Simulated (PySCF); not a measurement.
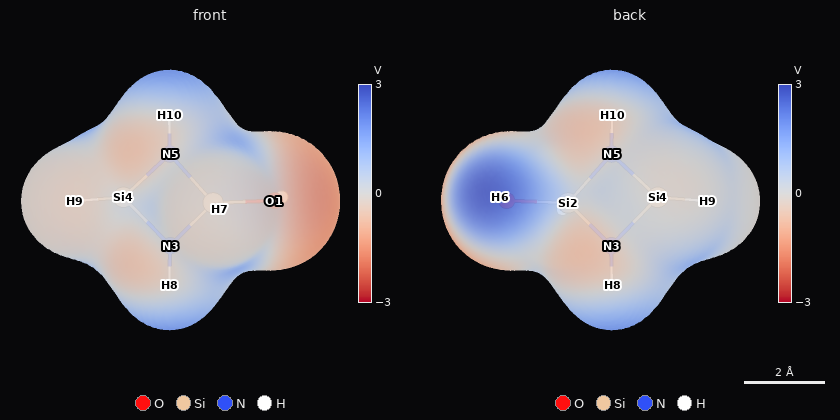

The picture shows: H₅N₂OSi₂ (SMILES O[SiH]1N[SiH]N1) (doublet). The electrostatic potential painted on the density surface at 0.002 e/bohr³, seen from the front and from behind; red is negative and blue positive.

Geometry: GFN2-xTB.

Theory: UKS B3LYP, pcH-1 on H N O Si, non-relativistic, mean-field spin-orbit, GIAO in PySCF 2.14.0, density-fitted response routines.

```yaml
atoms:
  - { symbol: O, position_ang: [2.0357, -0.7772, -0.3866] }
  - { symbol: Si, position_ang: [0.5752, -0.5483, 0.2776] }
  - { symbol: N, position_ang: [-0.8009, -0.5397, -0.7853] }
  - { symbol: Si, position_ang: [-1.3819, 1.0509, -0.3478] }
  - { symbol: N, position_ang: [0.0792, 1.0842, 0.6131] }
  - { symbol: H, position_ang: [2.2848, -0.2730, -1.1566] }
  - { symbol: H, position_ang: [0.5752, -1.4893, 1.3775] }
  - { symbol: H, position_ang: [-1.2088, -1.2699, -1.3386] }
  - { symbol: H, position_ang: [-2.5962, 0.9988, 0.4762] }
  - { symbol: H, position_ang: [0.4465, 1.7680, 1.2481] }
```

**Where is the surface potential most negative and most positive?**

The most negative region (about −1.5 V) lies over O1, the most positive (about +2.5 V) over H6. O1 is the likeliest acceptor of a hydrogen bond.
